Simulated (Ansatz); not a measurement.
# C2H7FSi2: what the fields show

```xyz
12

F     1.5862    1.8700   -0.5617
C     0.8112    0.8005   -0.2476
Si    1.7416   -0.7590    0.0938
C    -0.5130    1.0238   -0.2300
Si   -1.9031   -0.1044    0.1334
H     1.4492   -1.7686   -0.9566
H     1.3235   -1.3269    1.4023
H     3.2062   -0.5127    0.1283
H    -0.8524    2.0282   -0.4649
H    -1.8067   -1.3126   -0.7214
H    -1.8524   -0.5208    1.5556
H    -3.1902    0.5825   -0.1311
```

Not at a stationary point (largest force 1.9 eV/Å).

Method: SCF cam_b3lyp, Gaussian basis (Ansatz).

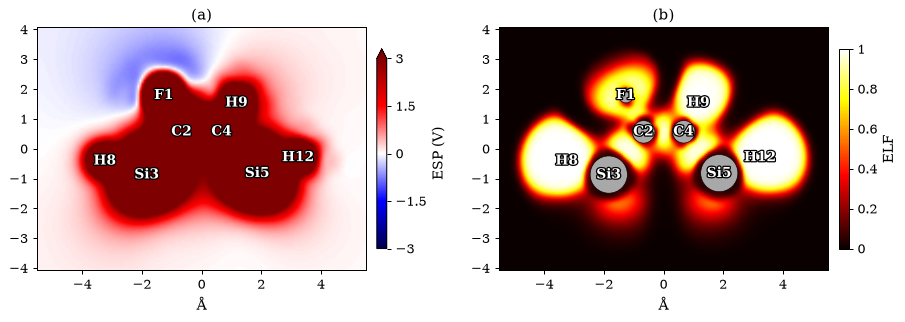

Figure 1. (a) electrostatic potential; (b) electron localisation function on the plane of atoms F1, C2 and Si3. Grey discs cover the atomic cores in the ELF map.

Question: Read the bonding off the picture.

Answer: The section cuts through F, C, Si and H sites. C–C (1.34 Å): the ELF peaks at about 0.95 between the atoms; a short, multiple covalent bond. C–F (1.36 Å): the ELF peaks at about 0.85 between the atoms, as expected for a shared but strongly polarised pair. C–Si (1.83 Å): the ELF peaks at about 0.95 between the atoms: a covalent bond. C–H (1.09 Å): the ELF climbs to about 1 towards the hydrogen, as it does in any bond to H; a covalent bond by its length. Si–H (1.48 Å): the ELF climbs to about 1 towards the hydrogen. The ELF also peaks beside F1, away from the bonds: lone-pair regions. Outside the dense part of the molecule the potential is most negative (−0.8 V) near F1.

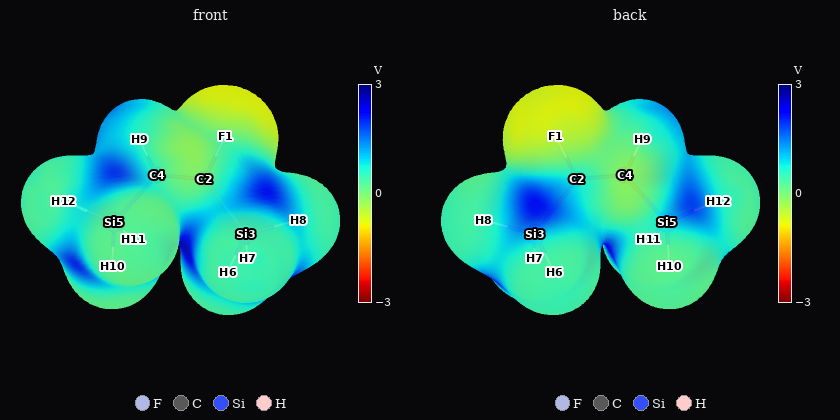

Figure 2. The electrostatic potential painted on the density surface at 0.004 e/bohr³, seen from the front and from behind; red is negative and blue positive.

Question: Which sites attract a positive test charge, and which a negative one?

Answer: A positive charge is drawn to the negative regions and a negative charge to the positive ones. The most negative region (about −0.8 V) lies over F1, the most positive (about +2.5 V) over Si3 and Si5.

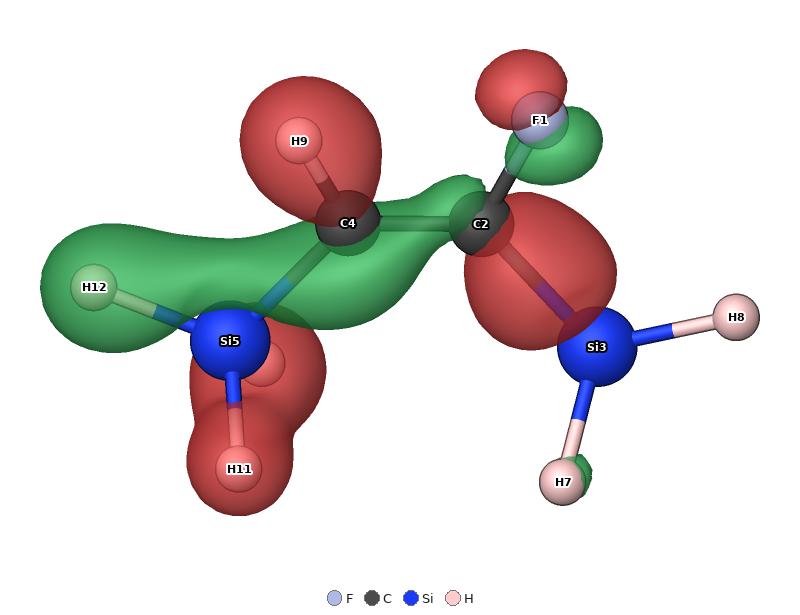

Figure 3. The HOMO−1 at ±0.15 Å⁻³ᐟ² (green and red are the two phases), seen at a tilt.

Question: Where does this orbital lie, and at what energy?

Answer: Its weight (Hirshfeld) is mainly on Si5 (about 20 %), C4 (about 15 %), C2 (about 15 %), Si3 (about 10 %), H10 (about 10 %) and H9 (about 10 %). Its energy is −10.77 eV.
